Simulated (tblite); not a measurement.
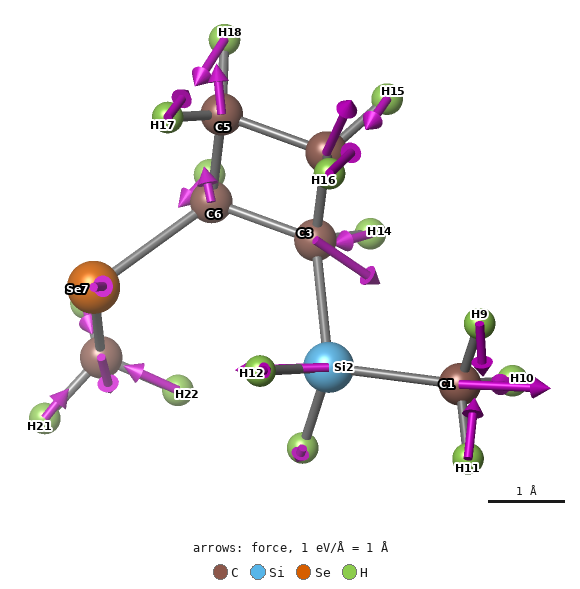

Starting geometry of C6H14SeSi with the computed forces as purple arrows. Style: ball-and-stick. Shown at a tilt.

Computed with GFN2-xTB geometry optimisation, gas phase in tblite. 

### Is this structure relaxed? If not, where do the atoms go?

It isn't relaxed: the largest force vector, on a C atom, is 1.32 eV/Å. The final displacements have little in common with the starting forces (cosine between the two patterns 0.14). Over 102 geometry steps the energy falls by 31.7 kJ/mol. The atom that moves furthest after the best rigid fit is an H atom (0.66 Å). Largest moves by element: H 0.66 Å, C 0.26 Å, Si 0.23 Å, Se 0.21 Å. Near-neighbour distances that change, for instance: C–Si 1.851 → 1.898 Å, C–H 1.129 → 1.088 Å, C–H 1.111 → 1.084 Å, C–C 1.516 → 1.541 Å. Bond angles that change, for instance: Se–C–H 111.7° → 105.4°, C–C–H 110.9° → 115.9°, H–C–H 114.1° → 109.1°. Cost: 1.6 s on 1 thread of Arm Neoverse N1 (shared host).
